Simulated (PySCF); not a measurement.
# B₃H₈N₃OSi (SMILES [SiH3]OB1NBNBN1): what the fields show

Input file:

```
{"job": {"kind": "nmr", "xc": "PBE0", "basis": "pcSseg-1"}, "charge": 0, "multiplicity": 1}
N     -1.449728     0.534898    -0.152581
B     -2.016756    -0.056071    -1.316004
N     -1.186357    -0.926559    -2.086216
B      0.165626    -1.209946    -1.728593
N      0.683145    -0.593390    -0.552767
B     -0.102172     0.289453     0.261800
O      0.376304     0.897948     1.397841
Si     1.747252     0.881724     2.330296
H     -2.012107     1.155776     0.415007
H     -3.160266     0.170774    -1.639980
H     -1.569286    -1.356682    -2.917078
H      0.851033    -1.948118    -2.399308
H      1.643211    -0.782731    -0.295137
H      1.492385     0.119058     3.586007
H      2.115549     2.286178     2.661439
H      2.881523     0.236940     1.594325
```

Command:

```sh
OMP_NUM_THREADS=1 python cluster_run.py task.json out
```

Geometry: PBE0-D3(BJ)/def2-SVP.

Method: PBE0/pcSseg-1, SCF density, gas phase, non-relativistic in PySCF 2.14.0.

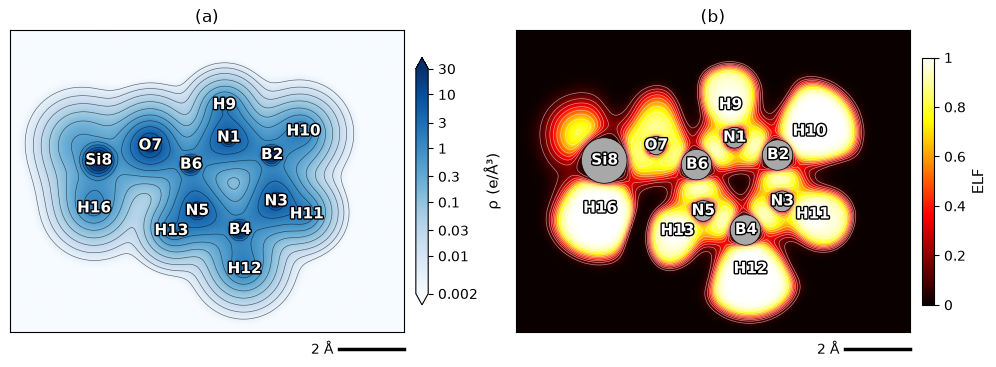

Figure 1. (a) total electron density; (b) ELF on the plane of atoms B4, N3 and H11. Grey discs cover the atomic cores in the ELF map.

> Describe what can be read from this map.

- The plane passes through N, B, O, Si and H nuclei.
- B–O (1.37 Å): ρ at the midpoint is about 2 e/Å³; the ELF peaks at about 0.90 between the atoms: a polar covalent bond.
- B–N (1.42 Å): the density is about 1.9 e/Å³ at the midpoint; the ELF peaks at about 0.95 between the atoms: a polar covalent bond.
- Si–O (1.66 Å): the density is about 1.1 e/Å³ at the midpoint; the ELF peaks at about 0.85 between the atoms, as expected for a shared but strongly polarised pair.
- N–H (1.01 Å): ρ is about 2.8 e/Å³ halfway; the ELF climbs to about 1 towards the hydrogen, as it does in any bond to H (a covalent bond by its length).
- B–H (1.21 Å): ρ at the midpoint is about 1.2 e/Å³; the ELF climbs to about 1 towards the hydrogen (an ordinary covalent bond to hydrogen).
- The ELF also peaks beside O7, away from the bonds: lone-pair regions.

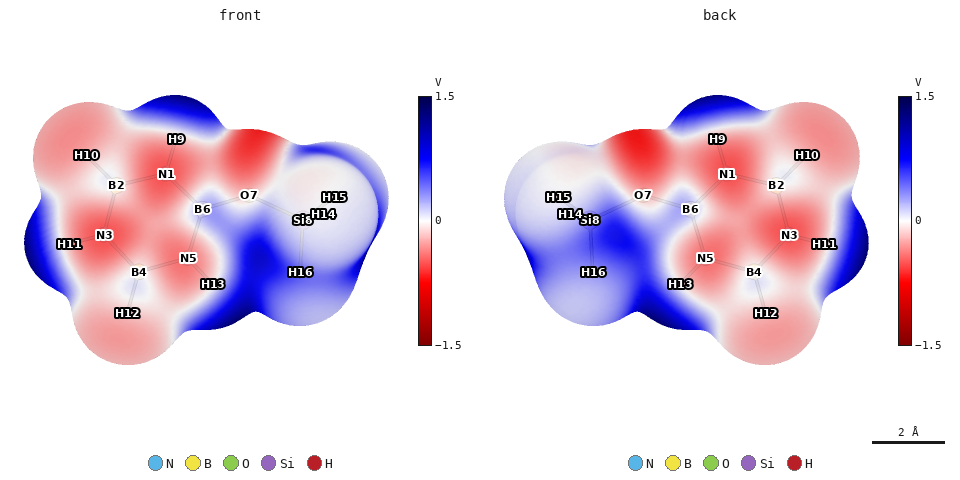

Figure 2. The molecular electrostatic potential painted on the density surface at 0.001 e/bohr³, seen from the front and from behind; red is negative and blue positive.

> Describe the electrostatic potential map.

The most negative region (about −0.7 V) lies over O7, the most positive (about +1.3 V) over H11 and H13.

> What dipole moment does the calculation give?

Its dipole moment is 0.73 D.
